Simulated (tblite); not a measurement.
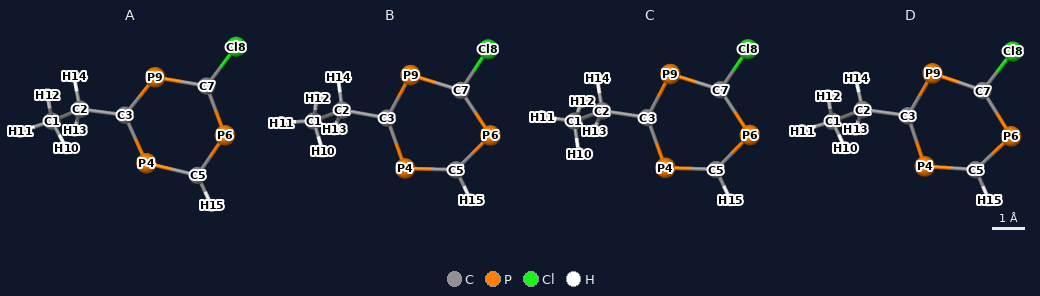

4 geometries from one relaxation of C5H6ClP3, in shuffled order. The picture is a ball-and-stick view, seen at a tilt.

All numbers below come from GFN2-xTB geometry optimisation, gas phase in tblite. 

Q: Order the frames from highest to lowest energy.

A: A, D, B, C. They are steps 0, 6, 25, 47, at +2.118 eV, +0.082 eV, +0.021 eV relative to the last. After 47 geometry steps the energy has fallen by 2.118 eV. H12 moves most after the best rigid fit: 0.54 Å. Largest moves by element: H 0.54 Å, Cl 0.28 Å, C 0.25 Å, P 0.20 Å. Some distances before and after: P6–P9 2.916 → 3.232 Å, C1–H11 1.139 → 1.087 Å, C1–H10 1.122 → 1.089 Å, C3–P4 1.719 → 1.742 Å. Among the angles between lasting bonds that change: C5–P6–C7 126.6° → 103.3°, P4–C5–P6 114.6° → 135.9°, C3–P9–C7 122.4° → 105.2°. Groups turn about C1–C2 by about 25°.
